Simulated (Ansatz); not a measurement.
# Se on Pt(100), bridge start, 2x2 cell: photoemission fingerprints

What would XPS and UPS show for Se on Pt(100), bridge start, 2x2 cell? Spin–orbit coupling is left out of the bands throughout.

Calculated with Ansatz 0.2.0; DFT, PBE, plane-wave PAW, scalar-relativistic; PAW set soft_1.

### 1. The starting structure

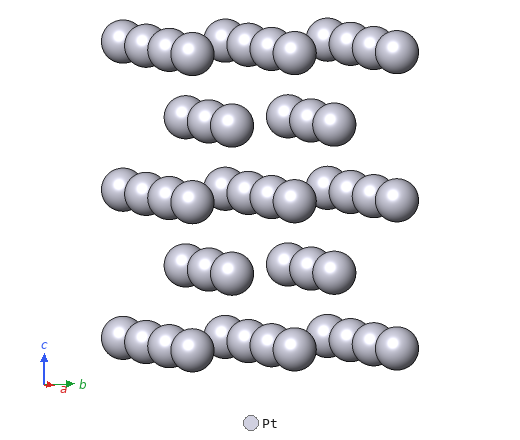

The cell as given, from the side, with the c axis up (platinum light grey). 3×2×1 cells are drawn. Some periodic images of atoms are drawn too.

The cell holds 5 atoms: 5 Pt. Cell: a = 2.807 Å, b = 2.807 Å, c = 22.940 Å, α = 90.0°, β = 90.0°, γ = 90.0°. It derives from Pt. Vacuum lies along c.

### 2. The clean face

The clean face is the reference for what the added atoms change.

The input, input.yaml:

```yaml
crystal:
  lattice:
    - [2.8072139213, 0.0, 0.0]
    - [0.0, 2.8072139213, 0.0]
    - [0.0, 0.0, 22.94]
  atoms:
    - { symbol: Pt, position: [0.0, 0.0, 0.673060157] }
    - { symbol: Pt, position: [0.5, 0.5, 0.586530078] }
    - { symbol: Pt, position: [0.0, 0.0, 0.5] }
    - { symbol: Pt, position: [0.5, 0.5, 0.413469922] }
    - { symbol: Pt, position: [0.0, 0.0, 0.326939843] }
kpoints:
  mp_grid: { grid: [14, 14, 1] }
scf:
  occupations: { method: fermi_dirac, width: 0.05 }
  n_extra_bands: 12
hamiltonian:
  xc: pbe
  pseudopotentials: { kind: paw, azcp: { folder: soft_1 } }
output:
  forces: true
  write_potential: true
  volumetric_format: []
  dos:
    projected: true
    de: 0.05
    e_range: [-30, 12]
    method: { smearing: { sigma: 0.1, scheme: gaussian } }
efield:
  axis: 3
  dipole_correction: true
relax:
  f_tol: 0.03
  max_steps: 50
  constraints: [{ sites: [2, 3, 4] }]
```

On the command line:

```sh
> ansatz run input.yaml --threads 8 --pin off --max-ram 40960MiB --backend cuda --events-out ev --progress --plain --runs-dir out
```

Numbers of over 12 decimals in the logs are rounded to 6 here.

What it wrote:

```text
The last accepted step is kept in <dir> (removed where the run ends without a failure and the disk answers)
scf.n_extra_bands = 12 over 45 filled bands (N_el = 90.0): the run solves 57 bands
Engine: ansatz 0.2.0, aarch64-unknown-linux-gnu
Pseudopotentials: kind: paw
Pseudopotential: Pt, paw, valence charge 18, recommended cutoff 420 eV (normal), soft_1/Pt.paw.azcp
Functional definition: PBE
  parameter kappa = 0.804
  parameter beta = 0.066725
  exchange = pbe_x(kappa = kappa, mu = beta*pi^2/3)
  correlation = pbe_c(beta = beta)
[...]
Crystal: 5 atoms, lattice volume = 180.778 Å³
Basis set: ecut = 420 eV, 3585 PW (Γ), exchange–correlation on 40×40×320 points (8 copies of the dense FFT grid, shifted against one another)
Bands: 57, of which v1, the nominal top of the filled ones, is band 45 counted from 1 (44 counted from 0)
Symmetry: 8 space group operations
k-points: 36 of 196
Non-local potential: Pt, projectors of the file, l = 0: 3, l = 1: 2, l = 2: 2, l = 3: 1
PAW form: soft (Blöchl's): semilocal exchange-correlation on the pseudo side does not see the compensation charge
PAW one-centre angular grid: Pt, 590 points (default); XC on 64 Gauss nodes
Initial density: superposition of atomic densities (neutral atoms: chi_scale 0, normalization atom)
Initial wavefunctions: pseudopotential atomic-orbital guess
[...]
Functional: x = pbe(κ = 0.804, μ = 0.219515), c = pbe(β = 0.066725)
SCF iter   1: F=—  HF=-62623.520063 eV  |F-HF|=—  |Δ(HF+E_count)|=         —  Δρ=5.98e-2  dr2=1.10e1  ethr=3.10e-3  p=0.000 e·Å  D=1.26e-13 V/Å  ΔV_dip=-0.00 eV  dr2_dipole=3.05e-7  V_vac-E_F(+/−)=4.72/4.72 eV  ⟨swp⟩=7.6  Hψ=8549  notcnv=0  defer=25
efield: sawtooth ramp at fractional position 0.9500 (placed from the atoms, in the widest stretch of the axis that holds none; the zero of the levels goes with the place), width 0.1000; the density the first Hamiltonian is built on has a dipole p = 0.000 e·Å; the dipole correction subtracts the counter field D = 1.26e-13 V/Å, which shifts the + side's vacuum level by -0.00 eV against the − side's; the planar-averaged density in the ramp window peaks in size at 3.9e-6 e/Å³
preconditioner: auto → LDOS  [metal: Δε(μ)=0.017 eV  Ē_g=8.151 eV  σ=0.050 eV  W_gap=0.09  n_scr=44 (ndim 8)  ℏωp=19.5 eV  f_vac=0.512  D(μ)=7.82/eV (n_scr^D=72)  β→1.0]
SCF iter   2: F=—  HF=-62623.180917 eV  |F-HF|=—  |Δ(HF+E_count)|=   3.39e-1  Δρ=4.90e-2  dr2=5.05e0  ethr=3.10e-3  p=0.000 e·Å  D=1.89e-5 V/Å  ΔV_dip=-0.00 eV  dr2_dipole=2.12e-6  V_vac-E_F(+/−)=5.84/5.84 eV  ⟨swp⟩=3.0  Hψ=5258  notcnv=0  defer=139
[...]
SCF iter   8: F=-62621.733876 eV  HF=-62621.733890 eV  |F-HF|=1.47e-5  |Δ(HF+E_count)|=   2.16e-5  Δρ=7.12e-5  dr2=1.68e-5  ethr=2.50e-8  p=0.000 e·Å  D=3.49e-8 V/Å  ΔV_dip=-0.00 eV  dr2_dipole=9.02e-12  V_vac-E_F(+/−)=5.69/5.69 eV  ⟨swp⟩=18.7  Hψ=21794  notcnv=0
SCF 1 converged in 8 iterations: F = -62621.733876 eV  dr2 = 1.68e-5
  greatest PAW one-centre occupation: 1.000 electrons in one spin orbital (limit 2), on the Pt atom at site 2 (counted from 0), in its partial waves of l = 0
relax step   1: F+E_penalty+E_count = -62621.73387579 eV  Δ(F+E_penalty+E_count) = +0.000e0 eV  max|allowed force component| = 3.383e-1 eV/Å  Δτ_max = 0.0000 Å  (8 SCF iters, dr2 threshold 2.25e-5 eV, accepted)
[...]
SCF iter   1: F=—  HF=-62621.764649 eV  |F-HF|=—  |Δ(HF+E_count)|=         —  Δρ=1.26e-2  dr2=3.31e0  ethr=3.10e-3  p=0.000 e·Å  D=7.48e-6 V/Å  ΔV_dip=-0.00 eV  dr2_dipole=1.58e0  V_vac-E_F(+/−)=5.64/5.64 eV  ⟨swp⟩=4.1  Hψ=4727  notcnv=0  defer=152
efield: sawtooth ramp at fractional position 0.9500 (handed on by an earlier solve), width 0.1000; the density the first Hamiltonian is built on has a dipole p = 0.000 e·Å; the dipole correction subtracts the counter field D = 7.48e-6 V/Å, which shifts the + side's vacuum level by -0.00 eV against the − side's; the planar-averaged density in the ramp window peaks in size at 1.3e-5 e/Å³
preconditioner: auto → LDOS  [metal: Δε(μ)=0.009 eV  Ē_g=8.508 eV  σ=0.050 eV  W_gap=0.04  n_scr=44 (ndim 8)  ℏωp=19.5 eV  f_vac=0.516  D(μ)=9.28/eV (n_scr^D=82)  β→1.0]
[...]
SCF 2 converged in 8 iterations: F = -62621.723965 eV  dr2 = 1.39e-6
[...]
relax step   2: F+E_penalty+E_count = -62621.72396546 eV  Δ(F+E_penalty+E_count) = +9.910e-3 eV  max|allowed force component| = 5.329e-1 eV/Å  Δτ_max = 0.1629 Å  (8 SCF iters, dr2 threshold 7.15e-6 eV, rejected (line search))
[...]
SCF 3 converged in 10 iterations: F = -62621.743976 eV  dr2 = 1.37e-8
relax step   3: F+E_penalty+E_count = -62621.74397649 eV  Δ(F+E_penalty+E_count) = -1.010e-2 eV  max|allowed force component| = 4.254e-2 eV/Å  Δτ_max = 0.0757 Å  (10 SCF iters, accepted)
[...]
SCF 4 converged in 6 iterations: F = -62621.744106 eV  dr2 = 8.57e-8
relax step   4: F+E_penalty+E_count = -62621.74410617 eV  Δ(F+E_penalty+E_count) = -1.297e-4 eV  max|allowed force component| = 9.934e-4 eV/Å  Δτ_max = 0.0058 Å  (6 SCF iters, accepted)
[...]
SCF converged after 6 iterations
Free energy (F): -62621.744106 eV
Harris-Foulkes:  -62621.744106 eV  (|F-HF|=1.81e-8)
Internal energy: -62621.662939 eV  (E = F + TS)
E sigma→0 (E₀):  -62621.703523 eV
Entropy (-TS):   -0.081167 eV (-16.233 meV/atom)
Fermi energy:    6.376264 eV
Dipole field:    D = 0.000660 V/Å  (p = 0.000659 e·Å, saw-weighted, corrected)
Work function:   Φ+ = 5.6750 eV   Φ− = 5.6902 eV
Levels:          The Fermi level and band energies are counted from a zero that moves with the ramp; work functions are not
--- Per-component energies (eV) ---
  E_band       = -2132.661043
  E_kinetic    = 2978.142664
  E_local      = -125342.366712  (includes V_loc(G=0)·N_el)
  E_nonlocal   = 1019.280446
  E_hartree    = 61074.908434
  E_xc         = -1157.109768
  E_vxc        = -1350.571375  (∫ρ·V_xc dr)
  E_paw        = -47418.850399  (= ΣΔE_a)
  E_vpaw       = -1587.014430  (= ΣTr[D̂ρ^β])
  E_aug_tail   = 0.005812  (compensation charges beyond the density's cutoff)
  E_efield     = 0.000000  (sawtooth field / dipole correction)
  E_vefield    = 0.001041  (∫n·V_field dr)
  E_ewald      = 46224.326585
  E_smearing   = -0.081167  (= −TS)
  E_closure    = -0.000000  (closes the sum)
  Σ components = -62621.744106   (vs F -62621.744106, Δ=0.00e0)
--- Forces (eV/Å), atoms counted from 1 ---
  atom   1  Pt     0.00000000     0.00000000     0.00063147
  atom   2  Pt     0.00000000     0.00000000     0.00099338
  atom   3  Pt     0.00000000     0.00000000    -0.11930265
  atom   4  Pt    -0.00000000     0.00000000    -0.21073739
  atom   5  Pt     0.00000000     0.00000000     0.32845074
  max |Σ_I F_I| component: 3.56e-5 eV/Å
--- Band table (eV; the first three rows and the last of 36) ---
  k-point 0: bands = [... 41 lower, 5.3736, 5.8623, 6.0449, 6.0449, 6.4091, 6.5098, 6.6915, 6.6915, ... 8 higher]
  k-point 1: bands = [... 41 lower, 5.4579, 5.5901, 5.7034, 6.2290, 6.2954, 6.3326, 6.4320, 6.7273, ... 8 higher]
  k-point 2: bands = [... 41 lower, 5.2836, 5.3980, 5.5028, 6.1281, 6.1514, 6.4758, 6.4795, 6.7166, ... 8 higher]
  k-point 35: bands = [... 41 lower, 6.8093, 6.8856, 7.3593, 7.4384, 9.3553, 9.3553, 11.6413, 11.6413, ... 8 higher]
--- Relaxed structure (4 steps of the walk, 3 accepted, 0 SCFs on fresh bases) ---
  F+E_penalty+E_count = -62621.74410617 eV   max|allowed force component| = 9.934e-4 eV/Å
  atoms:
    - { symbol: Pt, position: [0, 0.0, 0.670016] }
    - { symbol: Pt, position: [0.5, 0.5, 0.585752] }
    - { symbol: Pt, position: [0.0, 0.0, 0.500000] }
    - { symbol: Pt, position: [0.5, 0.5, 0.413470] }
    - { symbol: Pt, position: [0.0, 0.0, 0.326939843] }
```

The job ended after 3.4 s (1 × NVIDIA GB200 with 8 threads of Arm Neoverse V2, shared host; peak memory 1.2 GiB; 11 s of CPU time).

The steps of the relaxation:

```
step  energy less that of the first step (eV)  largest force component (eV/Å)
   1                                   0.0000                          0.3383
   2                                   0.0099                          0.5329
   3                                  -0.0101                          0.0425
   4                                  -0.0102                          0.0010
```

Relaxation step 2 was tried and not accepted.

Forces are held to the 8 operations that the run works with; a distortion that breaks them can't arise in this run.

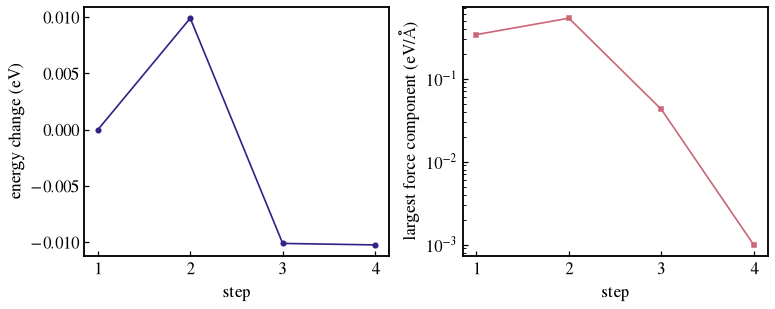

Energy and largest force along the relaxation.

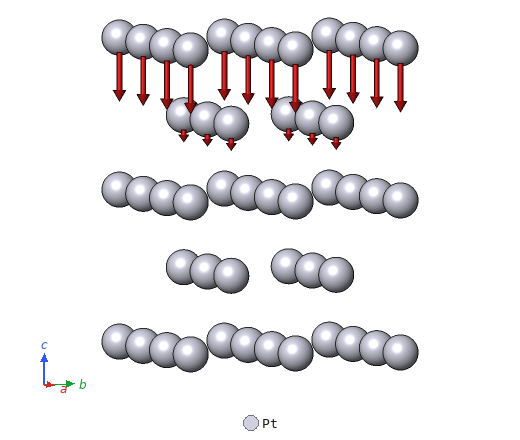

Displacements in the relaxation, exaggerated; the longest in the cell stands for 0.07 Å. 3×2×1 cells are drawn. Some periodic images of atoms are drawn too.

The atoms that moved most (Å):

```
atom     dx     dy      dz  length
 Pt1  0.000  0.000  -0.070   0.070
 Pt2  0.000  0.000  -0.018   0.018
```

The relaxed structure:

```cif
data_structure
_symmetry_space_group_name_H-M 'P 1'
_symmetry_Int_Tables_number 1
_cell_length_a 2.8072
_cell_length_b 2.8072
_cell_length_c 22.9400
_cell_angle_alpha 90.000
_cell_angle_beta 90.000
_cell_angle_gamma 90.000
_cell_volume 180.78
loop_
_atom_site_label
_atom_site_type_symbol
_atom_site_fract_x
_atom_site_fract_y
_atom_site_fract_z
_atom_site_occupancy
Pt1 Pt 0.00000 0.00000 0.67002 1
Pt2 Pt 0.50000 0.50000 0.58575 1
Pt3 Pt 0.00000 0.00000 0.50000 1
Pt4 Pt 0.50000 0.50000 0.41347 1
Pt5 Pt 0.00000 0.00000 0.32694 1
```

Numbers from this step:

| Item | Value |
| --- | --- |
| free energy | -62621.7441 eV |
| energy at zero smearing | -62621.7035 eV |
| smearing term TS | 0.08117 eV |
| Fermi energy | 6.376 eV |
| symmetry operations | 8 |
| zero of energy | Fermi level |
| share of occupied states in no projected shell | 0.013 of the occupied states in the window |
| DOS at the Fermi level | 10.00 states/eV/cell |
| work function, upper face | 5.674 eV |
| work function, lower face | 5.690 eV |

The DOS has structure finer than the step of the table below, so its rows give means over 2 eV, whole bins alone (the curve runs from -11.1 to 8.68 eV). Peaks (eV: height): total -3.2: 11.5, -2.4: 9.83, -0.9: 10.2, -0.1: 11.8; Pt 5d -3.2: 10.7, -2.4: 9.25, -0.9: 9.44, -0.1: 11.1; Pt 6s -6.3: 1.37, -6.0: 1.38, 4.3: 1.45, 4.7: 1.31; Pt 6p* 6.0: 2.05, 6.4: 1.98, 7.2: 3.27, 8.2: 2.39.

* holds the states left over by the projection beside any projected weight of its own. Table of DOS by E, zero at the Fermi level; means over each step; values in states/eV/cell:

```
E (eV)   total   Pt 5d   Pt 6s   Pt 6p*
   -10  0.0491  2.4e-4  0.0485   3.6e-4
    -8   0.530  0.0561   0.465  0.00827
    -6    4.60    3.58   0.973   0.0461
    -4    7.45    6.97   0.349    0.133
    -2    7.76    7.32   0.308    0.135
     0    6.68    6.09   0.459    0.128
     2    1.55   0.486   0.648    0.413
     4    1.65   0.222   0.739    0.688
     6    1.93  0.0885   0.438     1.40
```

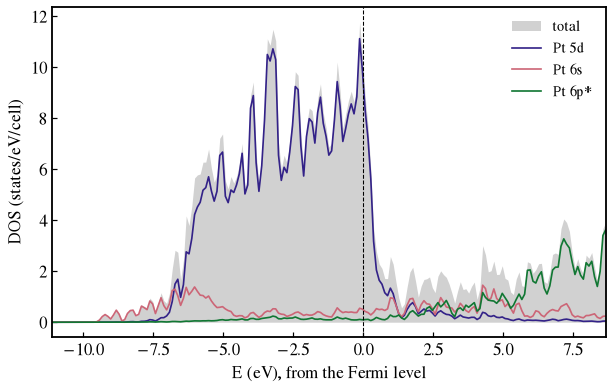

DOS, plotted against E.

The planar mean, electrostatic potential oscillates, so the rows of the table below give means over windows of 2.01 Å about each position, cut where the curve ends. Its maxima inside the range that stand out by 2 % of the span (Å: eV): 8.5: -2.15, 10.5: -2.46, 12.5: -2.75, 14.3: -3.20. Its minima: 7.5: -18.5, 9.5: -19.0, 11.5: -19.1, 13.5: -19.0, 15.3: -18.7.

From the Fermi level. Planar mean, electrostatic potential against z; means over each step:

```
z (Å)  planar mean, electrostatic potential (eV)
 1.00                                       5.69
 3.01                                       5.69
 5.02                                       5.51
 7.03                                      -8.33
 9.04                                      -11.2
11.05                                      -11.5
13.06                                      -11.6
15.07                                      -11.1
17.08                                       3.96
19.09                                       5.67
21.10                                       5.67
```

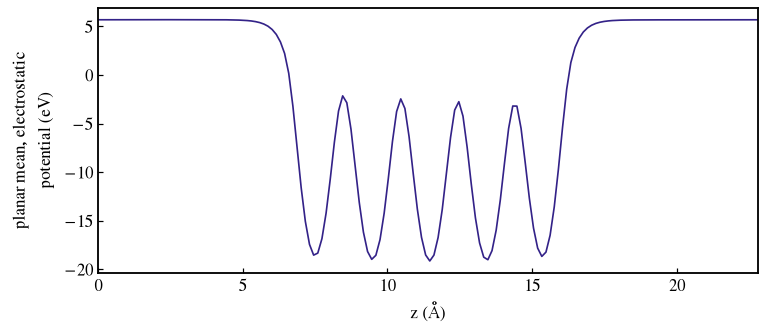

Planar mean, electrostatic potential against z.

Recipe: projected DOS times atomic cross section and asymmetry factor (unpolarised light, 54.7° from the beam), occupied states only, Fermi edge at 20 K, a Lorentzian width of 0.05 eV growing by 0.05 eV per eV of binding energy, and a resolution of 0.45 eV. Each atom is damped by exp[−depth/(λ cos θ)], θ = 30° from the normal, λ from the universal curve. Curves are cut 10 eV under the photon energy, above any shell that the free atom's threshold puts out of reach, or at the lower edge of the window: 11.2 eV at 21.2 eV, 11.2 eV at 100 eV, 11.2 eV at 1486.7 eV, 11.2 eV at 5950 eV and 11.2 eV at 8047.8 eV. Matrix elements of the solid and inelastic losses aren't modelled, nor non-dipole terms, which matter above 3 keV.

How the area divides among the shells (%):

```
shell  21.2 eV  100 eV  1486.7 eV  5950 eV  8047.8 eV
Pt 6s      0.2     0.6        1.3      3.0        4.1
Pt 5d     99.7    99.4       98.7     96.9       95.7
```

Cross sections used, in Mb an electron:

```
shell  21.2 eV  100 eV  1486.7 eV  5950 eV  8047.8 eV
Pt 6s    0.067  0.0087     2.6e-4   2.4e-5     1.4e-5
Pt 5d      3.6    0.15     0.0022   8.3e-5     3.4e-5
```

At the Fermi level the DOS is 10.00 states/eV a cell, and on the broadened curves Pt 5d holds 94 % of the total there.

(Continued in part 2 of 4.)

[Logs are printed without paths, hosts, clocks, repeated set-up lines and the standing remarks that a program may print on its own settings, such as how far it seeks lower states.]

[Hosts, paths, dates, database ids (printed as entryN), source tags and the programs' standing remarks are cut or masked in the printed files.]

[Maps of the electrostatic potential energy from Ansatz leave out the sawtooth potential of an applied field or a dipole correction, so their vacuum need not be flat; work functions include it.]
